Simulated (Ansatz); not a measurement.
Molecular dynamics of AlNH5ClO2 (part 1 of 4)

AlNH5ClO2, computed with RHF/def2-SVP (Ansatz 0.2.0).

It belongs to a series of runs on one base structure; here: dynamics from the highest image of the converged band. Figures and captions count atoms from 1; the log counts them from 0 in places.

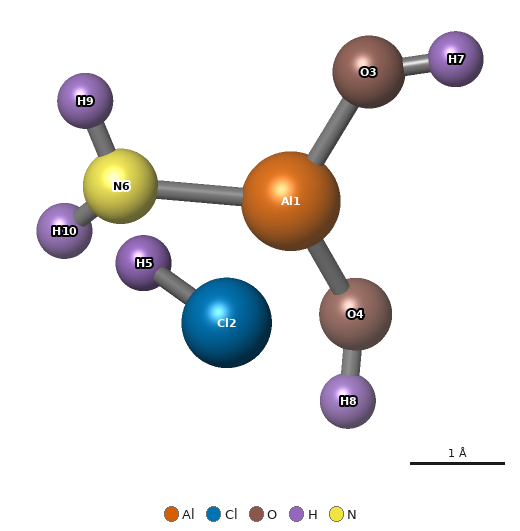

**Figure 1.** The input geometry (ball-and-stick view, seen at a tilt; atoms are numbered from 1 in the order of the input). Sticks mark near contacts. Bond lengths as drawn: Al–N 1.84 Å, Al–O 1.68 Å, Cl–H 1.39 Å, H–N 1.01 Å and H–O 0.94 Å.

## Key numbers

| quantity | value |
| --- | --- |
| outcome | finished |
| mean temperature over the second half | 1440 K |
| trajectory | 200 steps, 100 fs |
| ensemble | nve |
| temperature in the input | 300.0 K |
| time step | 0.5 fs |
| potential energy (last step) | −24716.8407 eV |
| mean-field energy (last step) | −24716.8407 eV |
| largest force (length of the vector) (last step) | 3.453 eV/Å |
| hardware | 2 threads of Arm Neoverse V1, 24 GiB of memory available, shared host |
| wall time | 3.9 min (CPU time 7.3 min) |
| peak memory | 0.2 GiB |

## Remarks

So short a trajectory is not equilibrated.

## Input
```yaml
crystal:
  periodic: [false, false, false]
  atoms:
    - { symbol: Al, position_ang: [-0.26376, -0.41788, 0.295394] }
    - { symbol: Cl, position_ang: [2.312354, 0.515591, -0.070752] }
    - { symbol: O, position_ang: [-0.292163, -1.986811, -0.314012] }
    - { symbol: O, position_ang: [-0.574352, -0.068772, 1.906831] }
    - { symbol: H, position_ang: [1.197271, 0.962639, -0.763023] }
    - { symbol: "N", position_ang: [-0.38386, 0.880832, -0.999301] }
    - { symbol: H, position_ang: [-0.192487, -2.802296, 0.143874] }
    - { symbol: H, position_ang: [-0.327223, 0.577443, 2.540297] }
    - { symbol: H, position_ang: [-0.620108, 0.591552, -1.933951] }
    - { symbol: H, position_ang: [-0.855774, 1.747604, -0.805456] }
basis:
  gaussian: { orbitals: def2-SVP }
hamiltonian:
  xc: hf
md:
  timestep: 0.5
  n_steps: 200
  ensemble: nve
  temperature: 300.0
  initial_velocities: maxwell_boltzmann
  seed: 9393
```

Command:
```bash
ansatz run input.yaml --threads 2 --pin off --max-ram 3072MiB --backend cpu --events-out ev --progress --plain --runs-dir out
```

## What the program printed
```
Engine: ansatz 0.2.0, aarch64-unknown-linux-gnu
Functional definition: HF
  exchange = exact_x
  correlation = 0
1047 factors; integrals over basis functions are off by at most 3.1e-4 eV
mean field evaluation 1: about -24710.2149 eV, gradient 5.3e1 eV
mean field evaluation 2: about -24710.2693 eV, gradient 5.3e1 eV
mean field evaluation 4: about -24715.5473 eV, gradient 2.8e0 eV
mean field evaluation 8: about -24715.5862 eV, gradient 2.1e-1 eV
mean field -24715.58637599 eV, -908.2810464914 hartree, gradient 4.5e-5 eV, S^2 0.000000; 0 other end points of the search recorded, 0 dependent functions left out
the calculation of the forces begins
reference -24715.58637599 eV, -908.2810464914 hartree; 29, 29 occupied and 74, 74 virtual orbitals, 1047 factors
md step     0: t =     0.00 fs  T =   300.0 K  F+E_penalty+E_count = -24715.58637599 eV  E_kin = 0.310224 eV  conserved = -24715.27615199 eV  (35 SCF iters)
these checks for a lower state are left out or cut short: starts, cluster_reference, orbital_swaps, neighbouring_geometries, increment
1047 factors; integrals over basis functions are off by at most 3.1e-4 eV
mean field evaluation 16: about -24715.5762 eV, gradient 3.5e-4 eV
mean field -24715.57616246 eV, -908.2806711512 hartree, gradient 4.3e-5 eV, S^2 0.000000; 0 other end points of the search recorded, 0 dependent functions left out
the calculation of the forces begins
reference -24715.57616246 eV, -908.2806711512 hartree; 29, 29 occupied and 74, 74 virtual orbitals, 1047 factors
md step     1: t =     0.50 fs  T =   290.5 K  F+E_penalty+E_count = -24715.57616246 eV  E_kin = 0.300349 eV  conserved = -24715.27581364 eV  (33 SCF iters)
[... from here on the SCF iterations and repeated set-up lines of each step are left out, up to the last step ...]
md step     2: t =     1.00 fs  T =   266.8 K  F+E_penalty+E_count = -24715.55076435 eV  E_kin = 0.275908 eV  conserved = -24715.27485632 eV  (33 SCF iters)
md step     3: t =     1.50 fs  T =   242.7 K  F+E_penalty+E_count = -24715.52487549 eV  E_kin = 0.250962 eV  conserved = -24715.27391373 eV  (34 SCF iters)
md step     4: t =     2.00 fs  T =   231.2 K  F+E_penalty+E_count = -24715.51275668 eV  E_kin = 0.239057 eV  conserved = -24715.27369960 eV  (34 SCF iters)
md step     5: t =     2.50 fs  T =   235.4 K  F+E_penalty+E_count = -24715.51772205 eV  E_kin = 0.243378 eV  conserved = -24715.27434444 eV  (34 SCF iters)
md step     6: t =     3.00 fs  T =   246.5 K  F+E_penalty+E_count = -24715.53018724 eV  E_kin = 0.254904 eV  conserved = -24715.27528300 eV  (34 SCF iters)
md step     7: t =     3.50 fs  T =   251.5 K  F+E_penalty+E_count = -24715.53587699 eV  E_kin = 0.260044 eV  conserved = -24715.27583323 eV  (34 SCF iters)
md step     8: t =     4.00 fs  T =   242.1 K  F+E_penalty+E_count = -24715.52606180 eV  E_kin = 0.250327 eV  conserved = -24715.27573512 eV  (34 SCF iters)
md step     9: t =     4.50 fs  T =   219.2 K  F+E_penalty+E_count = -24715.50185537 eV  E_kin = 0.226686 eV  conserved = -24715.27516962 eV  (34 SCF iters)
md step    10: t =     5.00 fs  T =   190.8 K  F+E_penalty+E_count = -24715.47178838 eV  E_kin = 0.197300 eV  conserved = -24715.27448887 eV  (34 SCF iters)
md step    11: t =     5.50 fs  T =   166.7 K  F+E_penalty+E_count = -24715.44642123 eV  E_kin = 0.172418 eV  conserved = -24715.27400292 eV  (34 SCF iters)
md step    12: t =     6.00 fs  T =   154.2 K  F+E_penalty+E_count = -24715.43335210 eV  E_kin = 0.159447 eV  conserved = -24715.27390475 eV  (26 SCF iters)
md step    13: t =     6.50 fs  T =   154.5 K  F+E_penalty+E_count = -24715.43405737 eV  E_kin = 0.159810 eV  conserved = -24715.27424723 eV  (26 SCF iters)
md step    14: t =     7.00 fs  T =   162.7 K  F+E_penalty+E_count = -24715.44310474 eV  E_kin = 0.168199 eV  conserved = -24715.27490611 eV  (35 SCF iters)
md step    15: t =     7.50 fs  T =   169.0 K  F+E_penalty+E_count = -24715.45028082 eV  E_kin = 0.174721 eV  conserved = -24715.27556029 eV  (35 SCF iters)
md step    16: t =     8.00 fs  T =   164.3 K  F+E_penalty+E_count = -24715.44572399 eV  E_kin = 0.169934 eV  conserved = -24715.27579003 eV  (34 SCF iters)
md step    17: t =     8.50 fs  T =   146.0 K  F+E_penalty+E_count = -24715.42630446 eV  E_kin = 0.150954 eV  conserved = -24715.27535012 eV  (34 SCF iters)
md step    18: t =     9.00 fs  T =   120.5 K  F+E_penalty+E_count = -24715.39903833 eV  E_kin = 0.124568 eV  conserved = -24715.27446983 eV  (34 SCF iters)
md step    19: t =     9.50 fs  T =   100.1 K  F+E_penalty+E_count = -24715.37733597 eV  E_kin = 0.103529 eV  conserved = -24715.27380671 eV  (27 SCF iters)
md step    20: t =    10.00 fs  T =    94.1 K  F+E_penalty+E_count = -24715.37117976 eV  E_kin = 0.097288 eV  conserved = -24715.27389195 eV  (26 SCF iters)
md step    21: t =    10.50 fs  T =   101.3 K  F+E_penalty+E_count = -24715.37935643 eV  E_kin = 0.104755 eV  conserved = -24715.27460159 eV  (37 SCF iters)
md step    22: t =    11.00 fs  T =   112.1 K  F+E_penalty+E_count = -24715.39119530 eV  E_kin = 0.115879 eV  conserved = -24715.27531582 eV  (34 SCF iters)
md step    23: t =    11.50 fs  T =   116.1 K  F+E_penalty+E_count = -24715.39562639 eV  E_kin = 0.120088 eV  conserved = -24715.27553794 eV  (34 SCF iters)
md step    24: t =    12.00 fs  T =   109.8 K  F+E_penalty+E_count = -24715.38878336 eV  E_kin = 0.113553 eV  conserved = -24715.27523006 eV  (34 SCF iters)
md step    25: t =    12.50 fs  T =    97.0 K  F+E_penalty+E_count = -24715.37496212 eV  E_kin = 0.100287 eV  conserved = -24715.27467561 eV  (34 SCF iters)
md step    26: t =    13.00 fs  T =    85.4 K  F+E_penalty+E_count = -24715.36253288 eV  E_kin = 0.088332 eV  conserved = -24715.27420041 eV  (27 SCF iters)
md step    27: t =    13.50 fs  T =    82.1 K  F+E_penalty+E_count = -24715.35887864 eV  E_kin = 0.084866 eV  conserved = -24715.27401272 eV  (27 SCF iters)
md step    28: t =    14.00 fs  T =    89.7 K  F+E_penalty+E_count = -24715.36698385 eV  E_kin = 0.092808 eV  conserved = -24715.27417572 eV  (28 SCF iters)
md step    29: t =    14.50 fs  T =   106.1 K  F+E_penalty+E_count = -24715.38433118 eV  E_kin = 0.109704 eV  conserved = -24715.27462721 eV  (28 SCF iters)
md step    30: t =    15.00 fs  T =   124.5 K  F+E_penalty+E_count = -24715.40392132 eV  E_kin = 0.128733 eV  conserved = -24715.27518816 eV  (35 SCF iters)
md step    31: t =    15.50 fs  T =   137.0 K  F+E_penalty+E_count = -24715.41723492 eV  E_kin = 0.141660 eV  conserved = -24715.27557447 eV  (34 SCF iters)
md step    32: t =    16.00 fs  T =   138.5 K  F+E_penalty+E_count = -24715.41873652 eV  E_kin = 0.143239 eV  conserved = -24715.27549704 eV  (35 SCF iters)
md step    33: t =    16.50 fs  T =   130.8 K  F+E_penalty+E_count = -24715.41014930 eV  E_kin = 0.135249 eV  conserved = -24715.27489982 eV  (34 SCF iters)
md step    34: t =    17.00 fs  T =   122.6 K  F+E_penalty+E_count = -24715.40091605 eV  E_kin = 0.126754 eV  conserved = -24715.27416211 eV  (26 SCF iters)
md step    35: t =    17.50 fs  T =   124.1 K  F+E_penalty+E_count = -24715.40224120 eV  E_kin = 0.128339 eV  conserved = -24715.27390205 eV  (26 SCF iters)
md step    36: t =    18.00 fs  T =   138.9 K  F+E_penalty+E_count = -24715.41797124 eV  E_kin = 0.143582 eV  conserved = -24715.27438892 eV  (26 SCF iters)
md step    37: t =    18.50 fs  T =   160.1 K  F+E_penalty+E_count = -24715.44074054 eV  E_kin = 0.165508 eV  conserved = -24715.27523216 eV  (34 SCF iters)
md step    38: t =    19.00 fs  T =   175.9 K  F+E_penalty+E_count = -24715.45768766 eV  E_kin = 0.181912 eV  conserved = -24715.27577583 eV  (34 SCF iters)
md step    39: t =    19.50 fs  T =   178.4 K  F+E_penalty+E_count = -24715.46020466 eV  E_kin = 0.184518 eV  conserved = -24715.27568666 eV  (35 SCF iters)
md step    40: t =    20.00 fs  T =   168.4 K  F+E_penalty+E_count = -24715.44921672 eV  E_kin = 0.174111 eV  conserved = -24715.27510593 eV  (35 SCF iters)
md step    41: t =    20.50 fs  T =   153.7 K  F+E_penalty+E_count = -24715.43336977 eV  E_kin = 0.158957 eV  conserved = -24715.27441259 eV  (35 SCF iters)
md step    42: t =    21.00 fs  T =   144.4 K  F+E_penalty+E_count = -24715.42332159 eV  E_kin = 0.149367 eV  conserved = -24715.27395428 eV  (27 SCF iters)
md step    43: t =    21.50 fs  T =   147.3 K  F+E_penalty+E_count = -24715.42623635 eV  E_kin = 0.152318 eV  conserved = -24715.27391833 eV  (27 SCF iters)
md step    44: t =    22.00 fs  T =   162.9 K  F+E_penalty+E_count = -24715.44271188 eV  E_kin = 0.168405 eV  conserved = -24715.27430651 eV  (27 SCF iters)
md step    45: t =    22.50 fs  T =   185.4 K  F+E_penalty+E_count = -24715.46671006 eV  E_kin = 0.191763 eV  conserved = -24715.27494735 eV  (36 SCF iters)
md step    46: t =    23.00 fs  T =   205.8 K  F+E_penalty+E_count = -24715.48834853 eV  E_kin = 0.212827 eV  conserved = -24715.27552188 eV  (35 SCF iters)
md step    47: t =    23.50 fs  T =   216.0 K  F+E_penalty+E_count = -24715.49900701 eV  E_kin = 0.223356 eV  conserved = -24715.27565114 eV  (34 SCF iters)
md step    48: t =    24.00 fs  T =   214.7 K  F+E_penalty+E_count = -24715.49716404 eV  E_kin = 0.222060 eV  conserved = -24715.27510434 eV  (34 SCF iters)
md step    49: t =    24.50 fs  T =   210.4 K  F+E_penalty+E_count = -24715.49163130 eV  E_kin = 0.217560 eV  conserved = -24715.27407152 eV  (34 SCF iters)
md step    50: t =    25.00 fs  T =   217.7 K  F+E_penalty+E_count = -24715.49829873 eV  E_kin = 0.225102 eV  conserved = -24715.27319666 eV  (34 SCF iters)
md step    51: t =    25.50 fs  T =   248.8 K  F+E_penalty+E_count = -24715.53038782 eV  E_kin = 0.257284 eV  conserved = -24715.27310394 eV  (34 SCF iters)
md step    52: t =    26.00 fs  T =   305.2 K  F+E_penalty+E_count = -24715.58936423 eV  E_kin = 0.315587 eV  conserved = -24715.27377718 eV  (34 SCF iters)
md step    53: t =    26.50 fs  T =   377.8 K  F+E_penalty+E_count = -24715.66524826 eV  E_kin = 0.390676 eV  conserved = -24715.27457245 eV  (34 SCF iters)
md step    54: t =    27.00 fs  T =   455.7 K  F+E_penalty+E_count = -24715.74612826 eV  E_kin = 0.471247 eV  conserved = -24715.27488167 eV  (34 SCF iters)
md step    55: t =    27.50 fs  T =   534.6 K  F+E_penalty+E_count = -24715.82746941 eV  E_kin = 0.552786 eV  conserved = -24715.27468370 eV  (33 SCF iters)
md step    56: t =    28.00 fs  T =   617.4 K  F+E_penalty+E_count = -24715.91301393 eV  E_kin = 0.638443 eV  conserved = -24715.27457057 eV  (33 SCF iters)
md step    57: t =    28.50 fs  T =   707.0 K  F+E_penalty+E_count = -24716.00652769 eV  E_kin = 0.731076 eV  conserved = -24715.27545130 eV  (32 SCF iters)
md step    58: t =    29.00 fs  T =   793.8 K  F+E_penalty+E_count = -24716.09892179 eV  E_kin = 0.820851 eV  conserved = -24715.27807108 eV  (32 SCF iters)
md step    59: t =    29.50 fs  T =   847.7 K  F+E_penalty+E_count = -24716.15862987 eV  E_kin = 0.876553 eV  conserved = -24715.28207643 eV  (32 SCF iters)
md step    60: t =    30.00 fs  T =   826.6 K  F+E_penalty+E_count = -24716.13943622 eV  E_kin = 0.854806 eV  conserved = -24715.28463025 eV  (33 SCF iters)
md step    61: t =    30.50 fs  T =   717.7 K  F+E_penalty+E_count = -24716.02313089 eV  E_kin = 0.742139 eV  conserved = -24715.28099233 eV  (33 SCF iters)
md step    62: t =    31.00 fs  T =   588.6 K  F+E_penalty+E_count = -24715.88027032 eV  E_kin = 0.608674 eV  conserved = -24715.27159633 eV  (33 SCF iters)
md step    63: t =    31.50 fs  T =   563.2 K  F+E_penalty+E_count = -24715.85001865 eV  E_kin = 0.582350 eV  conserved = -24715.26766907 eV  (33 SCF iters)
md step    64: t =    32.00 fs  T =   688.0 K  F+E_penalty+E_count = -24715.98675075 eV  E_kin = 0.711446 eV  conserved = -24715.27530445 eV  (33 SCF iters)
md step    65: t =    32.50 fs  T =   869.8 K  F+E_penalty+E_count = -24716.18350983 eV  E_kin = 0.899478 eV  conserved = -24715.28403219 eV  (33 SCF iters)
md step    66: t =    33.00 fs  T =   987.2 K  F+E_penalty+E_count = -24716.30664668 eV  E_kin = 1.020860 eV  conserved = -24715.28578634 eV  (33 SCF iters)
md step    67: t =    33.50 fs  T =   996.3 K  F+E_penalty+E_count = -24716.31332371 eV  E_kin = 1.030287 eV  conserved = -24715.28303623 eV  (38 SCF iters)
md step    68: t =    34.00 fs  T =   919.1 K  F+E_penalty+E_count = -24716.23023999 eV  E_kin = 0.950376 eV  conserved = -24715.27986396 eV  (34 SCF iters)
md step    69: t =    34.50 fs  T =   793.3 K  F+E_penalty+E_count = -24716.09788148 eV  E_kin = 0.820357 eV  conserved = -24715.27752459 eV  (34 SCF iters)
md step    70: t =    35.00 fs  T =   651.2 K  F+E_penalty+E_count = -24715.94908464 eV  E_kin = 0.673403 eV  conserved = -24715.27568147 eV  (34 SCF iters)
md step    71: t =    35.50 fs  T =   519.7 K  F+E_penalty+E_count = -24715.81134377 eV  E_kin = 0.537369 eV  conserved = -24715.27397448 eV  (35 SCF iters)
md step    72: t =    36.00 fs  T =   424.1 K  F+E_penalty+E_count = -24715.71099274 eV  E_kin = 0.438555 eV  conserved = -24715.27243762 eV  (37 SCF iters)
md step    73: t =    36.50 fs  T =   387.6 K  F+E_penalty+E_count = -24715.67210873 eV  E_kin = 0.400768 eV  conserved = -24715.27134104 eV  (37 SCF iters)
md step    74: t =    37.00 fs  T =   426.4 K  F+E_penalty+E_count = -24715.71193007 eV  E_kin = 0.440930 eV  conserved = -24715.27100042 eV  (36 SCF iters)
md step    75: t =    37.50 fs  T =   545.4 K  F+E_penalty+E_count = -24715.83567624 eV  E_kin = 0.563978 eV  conserved = -24715.27169844 eV  (36 SCF iters)
md step    76: t =    38.00 fs  T =   733.5 K  F+E_penalty+E_count = -24716.03217796 eV  E_kin = 0.758493 eV  conserved = -24715.27368471 eV  (36 SCF iters)
md step    77: t =    38.50 fs  T =   960.6 K  F+E_penalty+E_count = -24716.27056550 eV  E_kin = 0.993379 eV  conserved = -24715.27718622 eV  (35 SCF iters)
md step    78: t =    39.00 fs  T =  1175.8 K  F+E_penalty+E_count = -24716.49820425 eV  E_kin = 1.215919 eV  conserved = -24715.28228563 eV  (35 SCF iters)
md step    79: t =    39.50 fs  T =  1309.6 K  F+E_penalty+E_count = -24716.64243188 eV  E_kin = 1.354198 eV  conserved = -24715.28823355 eV  (33 SCF iters)
md step    80: t =    40.00 fs  T =  1291.7 K  F+E_penalty+E_count = -24716.62731375 eV  E_kin = 1.335694 eV  conserved = -24715.29162008 eV  (33 SCF iters)
md step    81: t =    40.50 fs  T =  1106.4 K  F+E_penalty+E_count = -24716.42973153 eV  E_kin = 1.144137 eV  conserved = -24715.28559488 eV  (33 SCF iters)
md step    82: t =    41.00 fs  T =   871.9 K  F+E_penalty+E_count = -24716.17083768 eV  E_kin = 0.901594 eV  conserved = -24715.26924414 eV  (33 SCF iters)
md step    83: t =    41.50 fs  T =   810.5 K  F+E_penalty+E_count = -24716.09936496 eV  E_kin = 0.838083 eV  conserved = -24715.26128200 eV  (34 SCF iters)
md step    84: t =    42.00 fs  T =  1017.2 K  F+E_penalty+E_count = -24716.32623718 eV  E_kin = 1.051819 eV  conserved = -24715.27441830 eV  (33 SCF iters)
md step    85: t =    42.50 fs  T =  1330.0 K  F+E_penalty+E_count = -24716.66466995 eV  E_kin = 1.375284 eV  conserved = -24715.28938605 eV  (33 SCF iters)
md step    86: t =    43.00 fs  T =  1534.9 K  F+E_penalty+E_count = -24716.87884382 eV  E_kin = 1.587235 eV  conserved = -24715.29160931 eV  (33 SCF iters)
md step    87: t =    43.50 fs  T =  1563.3 K  F+E_penalty+E_count = -24716.90254581 eV  E_kin = 1.616582 eV  conserved = -24715.28596339 eV  (33 SCF iters)
md step    88: t =    44.00 fs  T =  1466.4 K  F+E_penalty+E_count = -24716.79610547 eV  E_kin = 1.516362 eV  conserved = -24715.27974363 eV  (35 SCF iters)
md step    89: t =    44.50 fs  T =  1322.0 K  F+E_penalty+E_count = -24716.64272079 eV  E_kin = 1.367043 eV  conserved = -24715.27567759 eV  (34 SCF iters)
md step    90: t =    45.00 fs  T =  1186.8 K  F+E_penalty+E_count = -24716.50101043 eV  E_kin = 1.227283 eV  conserved = -24715.27372754 eV  (40 SCF iters)
md step    91: t =    45.50 fs  T =  1090.1 K  F+E_penalty+E_count = -24716.40038606 eV  E_kin = 1.127250 eV  conserved = -24715.27313592 eV  (34 SCF iters)
md step    92: t =    46.00 fs  T =  1041.6 K  F+E_penalty+E_count = -24716.35029715 eV  E_kin = 1.077126 eV  conserved = -24715.27317144 eV  (33 SCF iters)
md step    93: t =    46.50 fs  T =  1042.0 K  F+E_penalty+E_count = -24716.35075885 eV  E_kin = 1.077501 eV  conserved = -24715.27325773 eV  (33 SCF iters)
md step    94: t =    47.00 fs  T =  1090.8 K  F+E_penalty+E_count = -24716.40102668 eV  E_kin = 1.127963 eV  conserved = -24715.27306342 eV  (33 SCF iters)
md step    95: t =    47.50 fs  T =  1191.1 K  F+E_penalty+E_count = -24716.50441297 eV  E_kin = 1.231658 eV  conserved = -24715.27275510 eV  (33 SCF iters)
md step    96: t =    48.00 fs  T =  1346.3 K  F+E_penalty+E_count = -24716.66541515 eV  E_kin = 1.392193 eV  conserved = -24715.27322228 eV  (32 SCF iters)
md step    97: t =    48.50 fs  T =  1547.8 K  F+E_penalty+E_count = -24716.87641191 eV  E_kin = 1.600580 eV  conserved = -24715.27583177 eV  (32 SCF iters)
md step    98: t =    49.00 fs  T =  1757.1 K  F+E_penalty+E_count = -24717.09847522 eV  E_kin = 1.816959 eV  conserved = -24715.28151617 eV  (32 SCF iters)
md step    99: t =    49.50 fs  T =  1896.8 K  F+E_penalty+E_count = -24717.25073613 eV  E_kin = 1.961402 eV  conserved = -24715.28933415 eV  (32 SCF iters)
md step   100: t =    50.00 fs  T =  1872.7 K  F+E_penalty+E_count = -24717.23085406 eV  E_kin = 1.936475 eV  conserved = -24715.29437915 eV  (34 SCF iters)
md step   101: t =    50.50 fs  T =  1650.3 K  F+E_penalty+E_count = -24716.99425318 eV  E_kin = 1.706566 eV  conserved = -24715.28768743 eV  (33 SCF iters)
md step   102: t =    51.00 fs  T =  1359.3 K  F+E_penalty+E_count = -24716.67433410 eV  E_kin = 1.405615 eV  conserved = -24715.26871907 eV  (33 SCF iters)
```
